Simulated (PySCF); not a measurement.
## Electronic structure of CuN (charge +1, quartet) in real space

```yaml
atoms:
  - { symbol: Cu, position_ang: [0.0000, 0.0000, -0.3420] }
  - { symbol: N, position_ang: [0.0000, 0.0000, 1.5370] }
```

All numbers below come from PBE0/def2-TZVPPD, non-relativistic Hamiltonian with scalar-relativistic core potentials where named, at a bond length of 1.879 Å in PySCF 2.14.0.

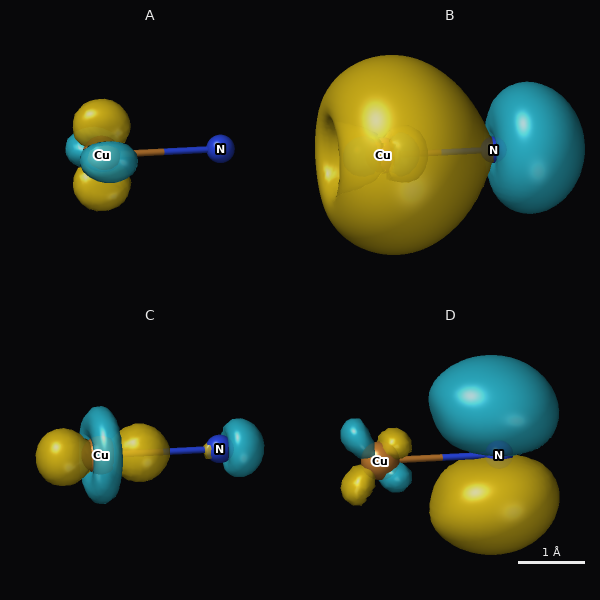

Figure 1. Four frontier β-spin orbitals, each drawn at the value that holds 80 % of its norm (yellow and cyan are the two phases), in no order; of a degenerate pair one member is drawn.

Question: Label each orbital by symmetry, say whether it is occupied, and order them by energy.

Answer: Orbital A: δ, occupied in this spin, −16.58 eV; almost wholly on Cu.
Orbital C: σ, occupied in this spin, −16.39 eV; mainly on Cu (85 %).
Orbital B: σ, empty in this spin, −11.09 eV; shared between the atoms (Cu 50 %, N 50 %).
Orbital D: π, empty in this spin, −9.37 eV; mainly on N (80 %).

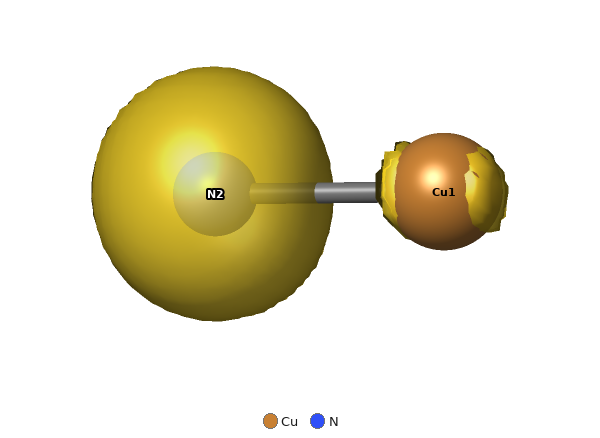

Figure 2. Isosurface of the spin density at +0.15 e/Å³ (yellow), seen from one side.

Question: Where is the unpaired spin?

Answer: The unpaired spin (3 electrons) lies mostly on N2 (about 2.6) and Cu1 (about 0.4), in electrons by Hirshfeld's partition.

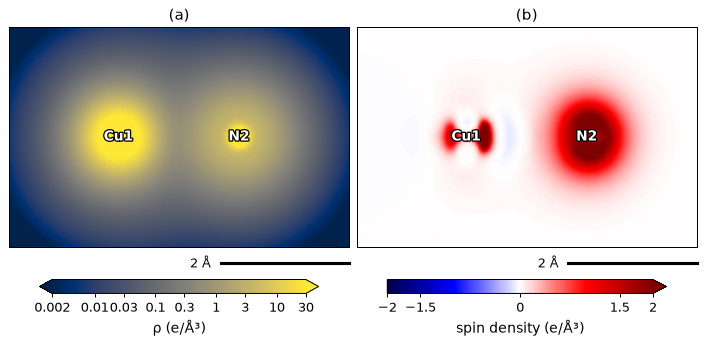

Figure 3. (a) total electron density; (b) spin density (α minus β) on a plane that holds the molecular axis.

Question: What do the fields say about this system?

Answer:
- Atoms in the plane: Cu and N.
- Cu–N (1.88 Å): ρ at the midpoint is about 0.76 e/Å³.

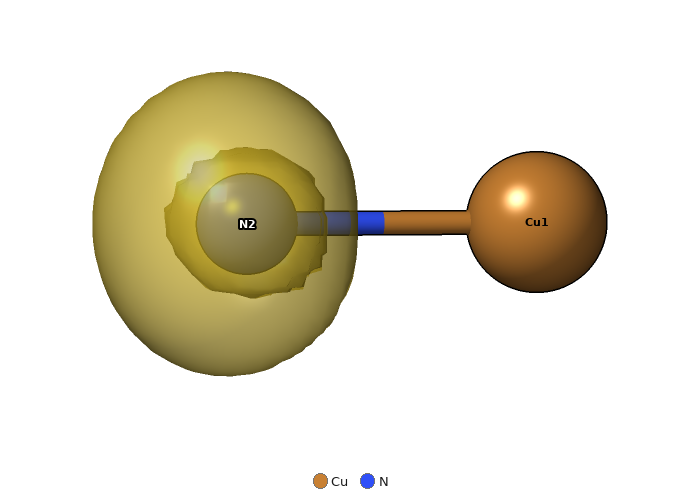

Figure 4. Isosurface of the electron localisation function at 0.8 (yellow), seen from one side. Only the valence region is drawn (cores and ρ < 0.01 e/Å³ removed).

Question: What do the ELF domains correspond to?

Answer: The ELF exceeds this value in one region wrapped around N (its valence shell). Along the contacts the grid gives the following. Cu–N (1.88 Å): the ELF peaks at about 0.85 in the valence shell of N, 0.6 Å from its nucleus, and is about 0.25 at the midpoint.
